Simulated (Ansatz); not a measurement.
CH7Si2: several calculations on one system

**1. Relaxation**

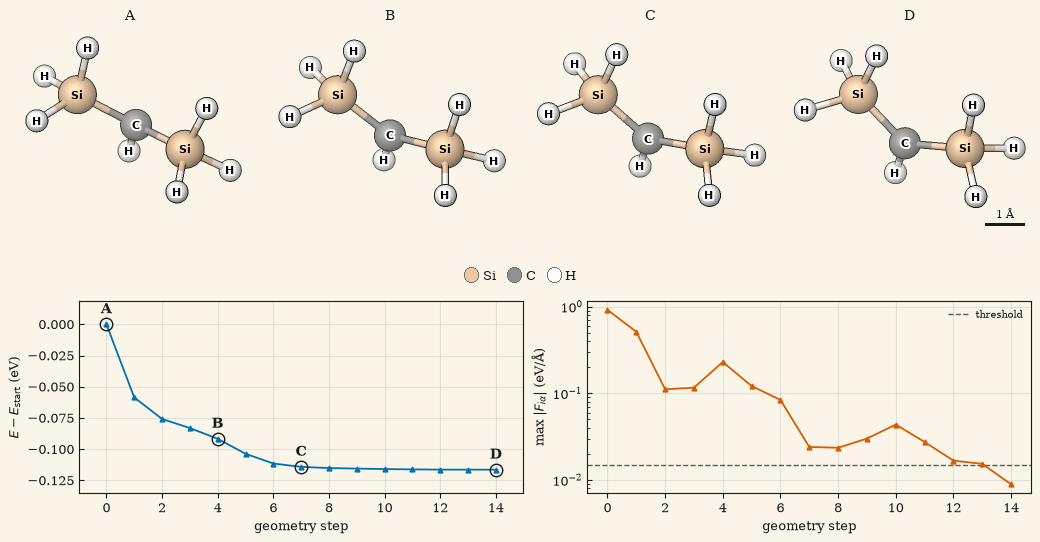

Frames of a relaxation of CH$_{7}$Si$_{2}$ (charge −1), marked on the history of the run. Style: ball-and-stick. Shown from a free direction.

The run prepares an end point of a later path (torsion) calculation, from a guessed geometry.

These are results of Ansatz, RKS PBE0-D4/def2-SVP, not measurements.

The input:
```yaml
crystal:
  periodic: [false, false, false]
  atoms:
    - { symbol: Si, position_ang: [-1.10862, 0.88093, -0.7409] }
    - { symbol: C, position_ang: [-0.34189, -0.68602, -0.20833] }
    - { symbol: Si, position_ang: [1.13874, -0.72171, 0.85647] }
    - { symbol: H, position_ang: [-2.33856, 0.63796, -1.56123] }
    - { symbol: H, position_ang: [-0.43032, 1.93834, -1.591] }
    - { symbol: H, position_ang: [-1.57203, 1.71269, 0.40691] }
    - { symbol: H, position_ang: [-0.29526, -1.42656, -1.0175] }
    - { symbol: H, position_ang: [1.53756, -2.12609, 1.19429] }
    - { symbol: H, position_ang: [0.91621, -0.05922, 2.17369] }
    - { symbol: H, position_ang: [2.49417, -0.15034, 0.48759] }
total_charge: -1
basis:
  gaussian: { orbitals: def2-SVP }
hamiltonian:
  xc: pbe0
  dispersion: d4
relax:
  f_tol: 0.015
  max_steps: 40
output:
  orbitals: {}
```

Command:
```bash
ansatz run input.yaml --threads 1 --pin off --max-ram 2048MiB --backend cpu --events-out ev --progress --plain --runs-dir out
```

Question: What happens along the run?

Answer: H7 moves most after the best rigid fit: 0.75 Å. By element the largest moves are H 0.75 Å, C 0.62 Å, Si 0.04 Å. Among the contacts that change: C2–Si3 1.824 → 1.785 Å, Si1–H4 1.498 → 1.534 Å, Si1–H6 1.491 → 1.513 Å, Si1–H5 1.517 → 1.535 Å. Among the angles between lasting bonds that change: C2–Si1–H4 111.4° → 118.1°, C2–Si1–H5 125.1° → 118.9°, Si1–C2–H7 112.5° → 117.8°. After 14 geometry steps the energy has fallen by 0.116 eV. Largest force component: 0.92 eV/Å at the start, 0.0089 eV/Å at the end. Cost: 43 s on 1 thread of Arm Neoverse V1, on a shared host, peak memory 0.16 GiB. From step 0 to 4: C2 moves most (0.33 Å), energy −0.092 eV. From step 4 to 7: H7 moves most (0.22 Å), energy −0.022 eV. From step 7 to 14: H7 moves most (0.26 Å), energy −0.002 eV.

Limits of the set-up: the basis has no diffuse functions, which an anion needs.

**2. Relaxation**

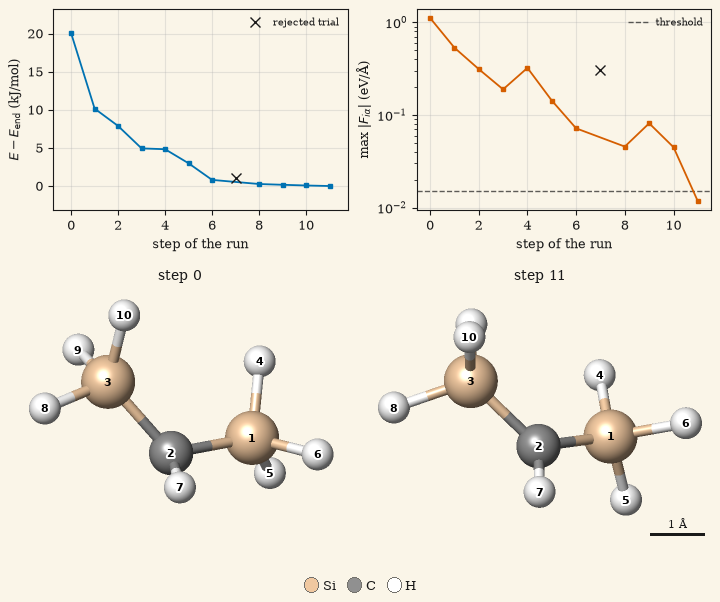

First and last geometry of a relaxation of CH₇Si₂ (charge −1), with the history of the run. Style: ball-and-stick. Shown from a free direction.

The run prepares an end point of a later path (torsion) calculation, from a guessed geometry.

Level of theory: RKS PBE0-D4/def2-SVP in Ansatz.

Input file:
```yaml
crystal:
  periodic: [false, false, false]
  atoms:
    - { symbol: Si, position_ang: [-1.10862, 0.88093, -0.7409] }
    - { symbol: C, position_ang: [-0.34189, -0.68602, -0.20833] }
    - { symbol: Si, position_ang: [-1.01208, -2.30661, -0.7102] }
    - { symbol: H, position_ang: [-2.33856, 0.63796, -1.56123] }
    - { symbol: H, position_ang: [-0.43032, 1.93834, -1.591] }
    - { symbol: H, position_ang: [-1.57203, 1.71269, 0.40691] }
    - { symbol: H, position_ang: [-0.03581, -0.6663, 0.84583] }
    - { symbol: H, position_ang: [-0.17269, -3.43273, -0.18796] }
    - { symbol: H, position_ang: [-1.02334, -2.49132, -2.18981] }
    - { symbol: H, position_ang: [-2.39172, -2.82851, -0.35813] }
total_charge: -1
basis:
  gaussian: { orbitals: def2-SVP }
hamiltonian:
  xc: pbe0
  dispersion: d4
relax:
  f_tol: 0.015
  max_steps: 40
```

Run as
```bash
ansatz run input.yaml --threads 1 --pin off --max-ram 2048MiB --backend cpu --events-out ev --progress --plain --runs-dir out
```

Question: Read the history and describe the run.

Answer: It converged. The atom that moves furthest after the best rigid fit is H9 (0.82 Å). Largest moves by element: H 0.82 Å, C 0.27 Å, Si 0.10 Å. Near-neighbour distances that change, for instance: Si1–H6 1.491 → 1.536 Å, C2–Si3 1.824 → 1.786 Å, Si3–H8 1.498 → 1.531 Å, Si3–H9 1.491 → 1.514 Å. Bond angles that change, for instance: C2–Si1–H5 125.1° → 116.8°, C2–Si1–H6 112.6° → 120.1°, C2–Si3–H8 111.5° → 117.0°. Over 10 accepted moves (11 points after the start) the energy falls by 20.0 kJ/mol. Largest force component: 1.1 eV/Å at the start, 0.012 eV/Å at the end. The line search rejected the trial step at point 7 of the run. Cost: 36 s on 1 thread of Arm Neoverse V1 (shared host), peak memory 0.16 GiB.

Limits of the set-up: the basis has no diffuse functions, which an anion needs.

**3. Path**

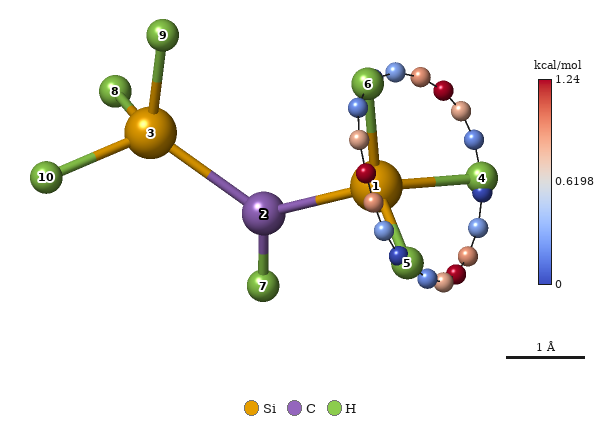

A nudged-elastic-band calculation for CH₇Si₂ (charge −1). Images are numbered from 0 (start) to 6 (end). The start is drawn whole; smaller spheres mark the moving atoms (H) in the later images, joined by lines and coloured by the energy of the image relative to the start. A ball-and-stick model, seen at a tilt.

Method: RKS PBE0-D4/def2-SVP (Ansatz 0.2.0). Run with 5 movable images; climbing image; force threshold 0.03 eV/Å; iteration limit 60; starting path by image-dependent pair potential.

What moves, how far, and at what cost in energy?

The motion is a rotation about the Si1–C2 bond by about 115°. No bond forms or breaks between the ends. Among the angles between lasting bonds that change up to the highest image: C2–Si1–H5 118.9° → 111.5°, C2–Si1–H6 112.3° → 119.1°. The barrier is about 1.24 kcal/mol in both directions, with image 3 at the top; the ends have nearly the same energy. The band converged in 6 iterations, with a climbing image at the top. At the top, the vibrational analysis gives one imaginary mode (147i cm⁻¹), as a transition state must have.

Limits of the set-up: the basis has no diffuse functions, which an anion needs.
